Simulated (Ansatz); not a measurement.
# GeNH4O (SMILES [NH][GeH2][OH]) at UCCSD(T)/def2-SVPD

Aim: the vertical electron affinity of GeNH4O at UCCSD(T)/def2-SVPD, from 2 runs. 

The calculation is run with Ansatz 0.2.0.

66 further runs of the same task are left out: 66 set aside as unsound or not needed.

## 1. Starting point

GeNH4O has 7 atoms, charge 0, and is taken as a doublet. SMILES: `[NH][GeH2][OH]`. Geometry: relaxed at PBE0-D4/def2-TZVP. This is one conformer, not always the lowest.

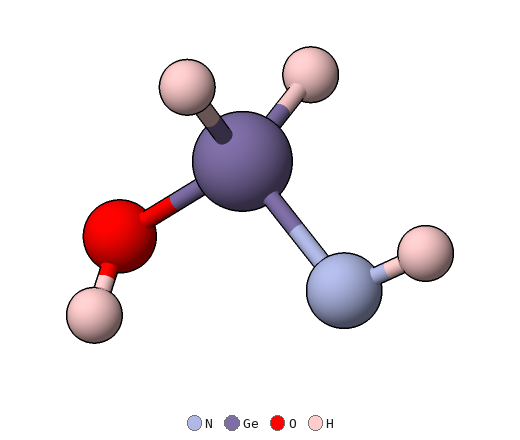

The structure, seen from a chosen angle (nitrogen light blue, germanium purple, oxygen red, hydrogen pink).

## 2. A single-point energy at UCCSD(T)/def2-SVPD

Input file molecule.yaml:

```yaml
basis:
  gaussian:
    orbitals: def2-SVPD
crystal:
  periodic: [false, false, false]
  atoms:
    - {symbol: N, position_ang: [-1.180000, -0.629600, -0.704300]}
    - {symbol: Ge, position_ang: [0.091800, 0.357900, 0.227300]}
    - {symbol: O, position_ang: [1.488100, -0.708500, 0.454200]}
    - {symbol: H, position_ang: [-2.073700, -0.127300, -0.724700]}
    - {symbol: H, position_ang: [0.468500, 1.575300, -0.644200]}
    - {symbol: H, position_ang: [-0.348300, 0.758200, 1.642900]}
    - {symbol: H, position_ang: [1.614800, -1.294000, -0.296700]}
magnetization:
  spin_polarized: true
  initial_magnetization: 1
correlation:
  method: ccsd_t
  frozen_orbitals: {Ge: 9, H: 0, "N": 1, O: 1}
accuracy: high
scf:
  omitted_lower_state_checks: [cluster_reference, increment]
```

The run is started by

```console
$ ansatz run molecule.yaml --threads 1 --pin off --max-ram 3480MiB --events-out events.jsonl --progress --plain --runs-dir runs
```

Output:

```text
Warning: RAYON_NUM_THREADS=1 ignored (pool sized by the plan → 1); use --threads N
Functional definition: HF
  name "HF"
  exchange = exact_x
  correlation = 0
these checks for a lower state are left out or cut short: cluster_reference, increment
2285 factors; integrals over basis functions are off by at most 4.7e-9 eV
mean field evaluation 1: about -60040.8460 eV, gradient 2.9e1 eV
mean field evaluation 2: about -60040.8862 eV, gradient 2.9e1 eV
mean field evaluation 4: about -60045.3586 eV, gradient 3.1e0 eV
mean field evaluation 8: about -60045.5002 eV, gradient 2.5e-1 eV
mean field evaluation 16: about -60045.5018 eV, gradient 1.7e-8 eV
mean field -60045.50184276 eV, -2206.6314924184 hartree, gradient 2.3e-8 eV, S^2 0.760819; 3 other end points of the search recorded, 0 dependent functions left out
11 core orbitals not correlated: weight in the atoms' cores, before any rotation towards them, 1.000 or more for the frozen orbitals, at most 0.000 for the correlated occupied ones
reference -60045.50184276 eV, -2206.6314924184 hartree; 15, 14 occupied and 87, 88 virtual orbitals, 2285 factors
second order -15.80372237 eV of doubles, -0.00000000 eV of singles
cycle   1  -15.85548111 eV  change   -5.2e-2 eV  update   1.0e-1
cycle   2  -16.32848382 eV  change   -4.7e-1 eV  update   3.0e-2
cycle   3  -16.44151090 eV  change   -1.1e-1 eV  update   1.7e-2
cycle   4  -16.43647726 eV  change    5.0e-3 eV  update   5.6e-3
cycle   5  -16.43696736 eV  change   -4.9e-4 eV  update   3.1e-3
cycle   6  -16.43826235 eV  change   -1.3e-3 eV  update   1.4e-3
cycle   7  -16.43826874 eV  change   -6.4e-6 eV  update   6.0e-4
cycle   8  -16.43841414 eV  change   -1.5e-4 eV  update   3.0e-4
cycle   9  -16.43845072 eV  change   -3.7e-5 eV  update   1.4e-4
cycle  10  -16.43837283 eV  change    7.8e-5 eV  update   6.9e-5
cycle  11  -16.43837971 eV  change   -6.9e-6 eV  update   3.4e-5
cycle  12  -16.43838992 eV  change   -1.0e-5 eV  update   1.5e-5
cycle  13  -16.43839338 eV  change   -3.5e-6 eV  update   8.5e-6
cycle  14  -16.43839814 eV  change   -4.8e-6 eV  update   4.5e-6
cycle  15  -16.43839925 eV  change   -1.1e-6 eV  update   3.0e-6
cycle  16  -16.43839936 eV  change   -1.1e-7 eV  update   2.2e-6
cycle  17  -16.43839974 eV  change   -3.8e-7 eV  update   1.7e-6
cycle  18  -16.43839959 eV  change    1.5e-7 eV  update   1.3e-6
cycle  19  -16.43839955 eV  change    4.7e-8 eV  update   8.7e-7
cycle  20  -16.43839945 eV  change    1.0e-7 eV  update   5.5e-7
cycle  21  -16.43839937 eV  change    7.4e-8 eV  update   3.1e-7
cycle  22  -16.43839942 eV  change   -5.3e-8 eV  update   1.5e-7
cycle  23  -16.43839947 eV  change   -4.8e-8 eV  update   8.0e-8
cycle  24  -16.43839948 eV  change   -9.1e-9 eV  update   4.5e-8
cycle  25  -16.43839948 eV  change    1.8e-9 eV  update   2.9e-8
cycle  26  -16.43839966 eV  change   -1.8e-7 eV  update   8.5e-8
cycle  27  -16.43839964 eV  change    2.1e-8 eV  update   2.2e-8
cycle  28  -16.43839964 eV  change  -8.6e-10 eV  update   8.3e-9
cycle  29  -16.43839964 eV  change    2.3e-9 eV  update   4.4e-9
cycle  30  -16.43839963 eV  change    2.3e-9 eV  update   2.1e-9
perturbative correction -0.47480634 eV, -0.0174488110 hartree
Total energy: -60062.41504873 eV, -2207.2530412736 hartree
Checks for a lower state left out: cluster_reference, increment
```

It took 4.2 min on 1 thread of Arm Neoverse V1, shared host; peak memory 2.1 GiB.

## 3. The singlet anion

Input file job.yaml:

```yaml
crystal:
  periodic: [false, false, false]
  atoms:
    - {symbol: N, position_ang: [-1.180000, -0.629600, -0.704300]}
    - {symbol: Ge, position_ang: [0.091800, 0.357900, 0.227300]}
    - {symbol: O, position_ang: [1.488100, -0.708500, 0.454200]}
    - {symbol: H, position_ang: [-2.073700, -0.127300, -0.724700]}
    - {symbol: H, position_ang: [0.468500, 1.575300, -0.644200]}
    - {symbol: H, position_ang: [-0.348300, 0.758200, 1.642900]}
    - {symbol: H, position_ang: [1.614800, -1.294000, -0.296700]}
basis:
  gaussian:
    orbitals: def2-SVPD
accuracy: high
total_charge: -1
scf:
  omitted_lower_state_checks: [cluster_reference, increment]
correlation:
  method: ccsd_t
  frozen_orbitals: {Ge: 9, H: 0, "N": 1, O: 1}
```

The run is started by

```console
$ ansatz run job.yaml --threads 1 --pin off --max-ram 3480MiB --events-out events.jsonl --progress --plain --runs-dir runs
```

Output:

```text
Warning: RAYON_NUM_THREADS=1 ignored (pool sized by the plan → 1); use --threads N
[... 4 set-up lines as earlier in the session ...]
these checks for a lower state are left out or cut short: cluster_reference, increment
2285 factors; integrals over basis functions are off by at most 4.7e-9 eV
mean field evaluation 1: about -60042.7244 eV, gradient 3.2e1 eV
mean field evaluation 2: about -60042.7658 eV, gradient 3.2e1 eV
mean field evaluation 4: about -60045.3308 eV, gradient 3.5e0 eV
mean field evaluation 8: about -60045.3742 eV, gradient 8.3e-2 eV
mean field -60045.37430932 eV, -2206.6268056510 hartree, gradient 6.8e-8 eV, S^2 0.000000; 0 other end points of the search recorded, 0 dependent functions left out
11 core orbitals not correlated: weight in the atoms' cores, before any rotation towards them, 1.000 or more for the frozen orbitals, at most 0.000 for the correlated occupied ones
reference -60045.37430932 eV, -2206.6268056510 hartree; 15, 15 occupied and 87, 87 virtual orbitals, 2285 factors
second order -17.61394363 eV of doubles, -0.00000000 eV of singles
cycle   1  -17.22086320 eV  change    3.9e-1 eV  update   1.2e-1
cycle   2  -17.75564780 eV  change   -5.3e-1 eV  update   3.8e-2
cycle   3  -17.89375432 eV  change   -1.4e-1 eV  update   2.1e-2
cycle   4  -17.88646959 eV  change    7.3e-3 eV  update   6.1e-3
cycle   5  -17.88186476 eV  change    4.6e-3 eV  update   3.1e-3
cycle   6  -17.88345793 eV  change   -1.6e-3 eV  update   1.3e-3
cycle   7  -17.88348082 eV  change   -2.3e-5 eV  update   5.3e-4
cycle   8  -17.88321026 eV  change    2.7e-4 eV  update   2.4e-4
cycle   9  -17.88323432 eV  change   -2.4e-5 eV  update   9.4e-5
cycle  10  -17.88329351 eV  change   -5.9e-5 eV  update   4.3e-5
cycle  11  -17.88324084 eV  change    5.3e-5 eV  update   2.3e-5
cycle  12  -17.88325020 eV  change   -9.4e-6 eV  update   1.2e-5
cycle  13  -17.88325466 eV  change   -4.5e-6 eV  update   5.6e-6
cycle  14  -17.88325636 eV  change   -1.7e-6 eV  update   2.8e-6
cycle  15  -17.88325885 eV  change   -2.5e-6 eV  update   1.2e-6
cycle  16  -17.88325872 eV  change    1.3e-7 eV  update   4.4e-7
cycle  17  -17.88325848 eV  change    2.4e-7 eV  update   2.0e-7
cycle  18  -17.88325849 eV  change   -3.2e-9 eV  update   9.5e-8
cycle  19  -17.88325849 eV  change   -3.1e-9 eV  update   5.2e-8
cycle  20  -17.88325849 eV  change   -2.6e-9 eV  update   3.5e-8
cycle  21  -17.88325862 eV  change   -1.2e-7 eV  update   1.2e-7
cycle  22  -17.88325862 eV  change  -9.2e-10 eV  update   2.8e-8
cycle  23  -17.88325861 eV  change    6.3e-9 eV  update   1.0e-8
cycle  24  -17.88325861 eV  change   5.9e-10 eV  update   5.2e-9
cycle  25  -17.88325861 eV  change   4.4e-10 eV  update   2.5e-9
perturbative correction -0.61643955 eV, -0.0226537356 hartree
Total energy: -60063.87400748 eV, -2207.3066570189 hartree
Checks for a lower state left out: cluster_reference, increment
```

Run time: 62 s. Hardware: 1 thread of Arm Neoverse V1, shared host; peak memory 0.96 GiB.

## 4. What came out

At UCCSD(T)/def2-SVPD, 11 core orbitals frozen:

| quantity | value |
| --- | --- |
| doublet GeNH4O: total energy | -2207.25304 Eh |
| doublet GeNH4O: correlation energy (11 core orbitals frozen) | -621.5 mEh |
| doublet GeNH4O: (T) correction | -17.45 mEh |
| doublet GeNH4O: ⟨S²⟩ of the reference determinant | 0.761 |
| doublet GeNH4O: T1 diagnostic | 0.014 |
| singlet anion: total energy | -2207.30666 Eh |
| singlet anion: correlation energy (11 core orbitals frozen) | -679.9 mEh |
| singlet anion: (T) correction | -22.65 mEh |
| singlet anion: T1 diagnostic | 0.016 |
| vertical electron affinity (to the singlet anion) | 1.459 eV |

In words: At fixed nuclei the extra electron is bound by 1.46 eV (34 kcal/mol). The triples (doublet GeNH4O) make up 2.8 % of the correlation energy. The triples (singlet anion) make up 3.3 % of the correlation energy.
